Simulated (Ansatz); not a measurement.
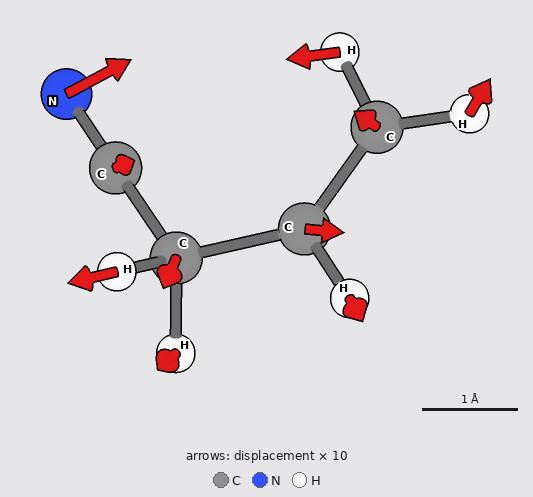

A relaxation of C4H5N (coarse preliminary run). The starting structure is drawn; red arrows show the displacements, 10 times their true length. The two geometries are superimposed by the best rigid fit.

A ball-and-stick model, seen at a tilt.

The start comes from a force field.

All numbers below come from Ansatz, RKS PBE-D4/def2-SVP.

The input:
```yaml
crystal:
  periodic: [false, false, false]
  atoms:
    - {symbol: C, position_ang: [-1.159800, -0.729900, -0.720600]}
    - {symbol: C, position_ang: [-0.295900, -0.722900, 0.324600]}
    - {symbol: C, position_ang: [0.694400, 0.310800, 0.645100]}
    - {symbol: C, position_ang: [0.834800, 1.423000, -0.259600]}
    - {symbol: N, position_ang: [0.963800, 2.292200, -1.004500]}
    - {symbol: H, position_ang: [-1.143900, 0.086400, -1.477500]}
    - {symbol: H, position_ang: [-1.858800, -1.504600, -0.875200]}
    - {symbol: H, position_ang: [-0.404300, -1.543600, 1.024100]}
    - {symbol: H, position_ang: [0.529400, 0.662400, 1.670900]}
    - {symbol: H, position_ang: [1.665500, -0.213300, 0.735900]}
basis:
  gaussian: {orbitals: def2-SVP}
hamiltonian: {xc: pbe, dispersion: d4}
relax: {f_tol: 0.03, max_steps: 200}
```

> What did the optimiser do to the structure, and how much energy did it gain?

N5 moves most after the best rigid fit: 0.079 Å. Largest moves by element: N 0.079 Å, H 0.059 Å, C 0.050 Å. Near-neighbour distances that change, for instance: C2–C3 1.467 → 1.514 Å, C1–H7 1.055 → 1.100 Å, C3–C4 1.441 → 1.463 Å, C2–H8 1.084 → 1.104 Å. Bond angles that change, for instance: C1–C2–H8 115.5° → 120.2°, C2–C3–H10 106.0° → 110.0°, C2–C3–C4 118.2° → 114.6°. After 6 geometry steps the energy has fallen by 3.78 kcal/mol. Largest force component: 2 eV/Å at the start, 0.023 eV/Å at the end.
